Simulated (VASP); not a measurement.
Band structure of Bi (a7). All values below come from PBE GGA, VASP's PBE PAW potentials (set 64) (plane waves; VASP 6.6.1).

Unless said otherwise, spin-orbit coupling is left out, though it shifts the bands of the heavy elements here.

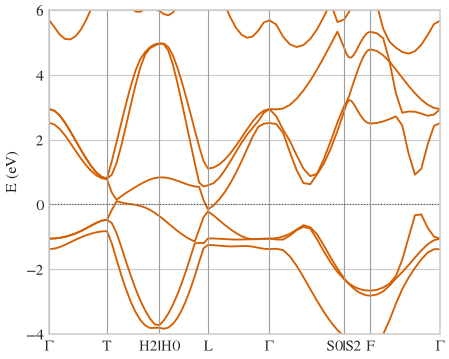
*Bands along high-symmetry lines, zero at the valence-band maximum or, without a gap, the Fermi level*

Read the plot: is there a gap, and where are the band edges?

It has no gap at this level: it comes out as a metal or semimetal. (Edges off the drawn lines would not show.)

The compound is Bi in the a7 structure. It was relaxed first.
